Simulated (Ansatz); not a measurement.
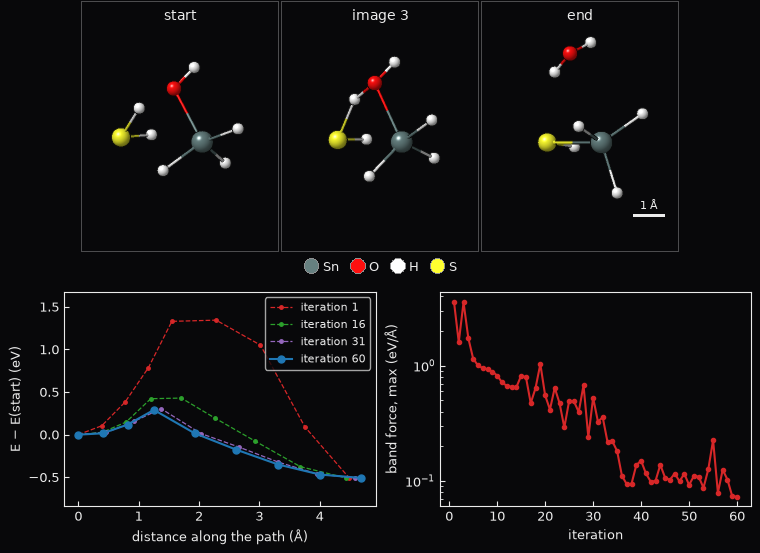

NEB run on SnH6SO. Images are numbered from 0 (start) to 8 (end). The plot follows the band through its iterations. A ball-and-stick model, seen from a free direction.

Computed with RKS PBE/def2-SVP in Ansatz 0.2.0. Set-up: 7 movable images; climbing image; force threshold 0.05 eV/Å; iteration limit 60; optimiser FIRE; starting path through a guess of the saddle point.

**Judge this run.**

The result isn't final. The band hadn't converged when the run stopped after 60 iterations. The largest component of the band force went from 3.6 to 0.073 eV/Å. The barrier read from it is provisional, though the highest image hardly moved in the last two iterations. The first iteration put the highest image at 1.34 eV. Forward barrier 0.29 eV, backward barrier 0.80 eV, with image 3 at the top; the reaction energy is −0.51 eV.
